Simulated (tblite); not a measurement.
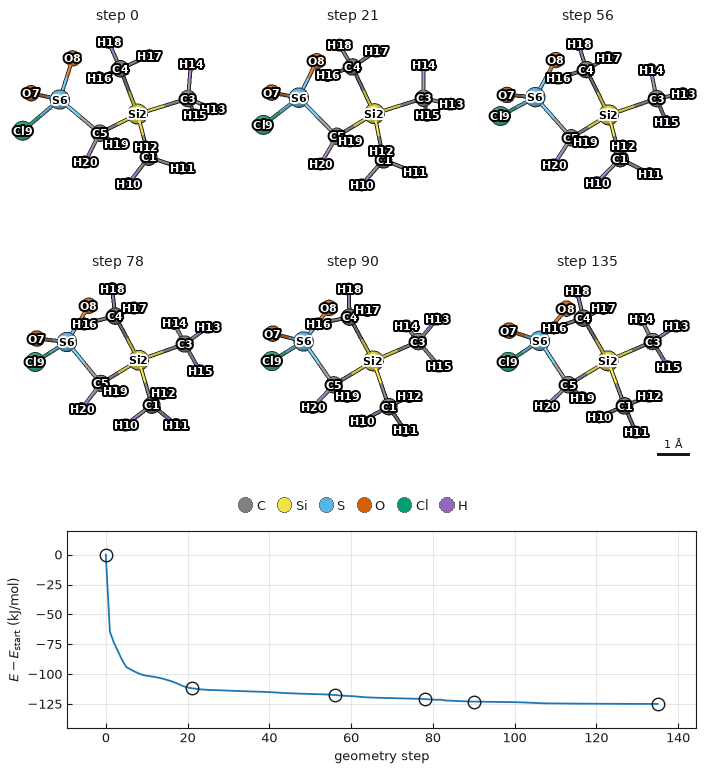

Frames of a relaxation of C4H11ClO2SSi, marked on the history of the run. The picture is a ball-and-stick view, seen at a tilt.

Level of theory: tblite 0.8.0, GFN2-xTB geometry optimisation, gas phase. 

Describe the path.

Over 135 geometry steps the energy falls by 125.0 kJ/mol. The atom that moves furthest after the best rigid fit is H12 (1.16 Å). By element the largest moves are H 1.16 Å, O 0.78 Å, Cl 0.71 Å, S 0.37 Å, C 0.30 Å, Si 0.13 Å. Among the contacts that change: Si2–C5 1.825 → 1.922 Å, S6–O7 1.521 → 1.426 Å, C1–Si2 1.859 → 1.907 Å, Si2–C3 1.856 → 1.903 Å. Among the angles between lasting bonds that change: Si2–C5–S6 116.9° → 101.6°, O7–S6–O8 108.2° → 118.6°, Si2–C5–H20 107.6° → 116.1°. Groups turn about C1–Si2 by about 55°, Si2–C3 by about 40°, Si2–C4 by about 25°. The run took 1.3 s on 1 thread of Arm Neoverse V2, on a shared host. From step 0 to 21: O8 moves most (0.33 Å), energy −111.8 kJ/mol. From step 21 to 56: H14 moves most (0.45 Å), energy −5.68 kJ/mol. From step 56 to 78: H atoms move most (0.45 Å), energy −3.42 kJ/mol. From step 78 to 90: H12 moves most (0.42 Å), energy −2.07 kJ/mol. From step 90 to 135: H15 moves most (0.28 Å), energy −1.98 kJ/mol.
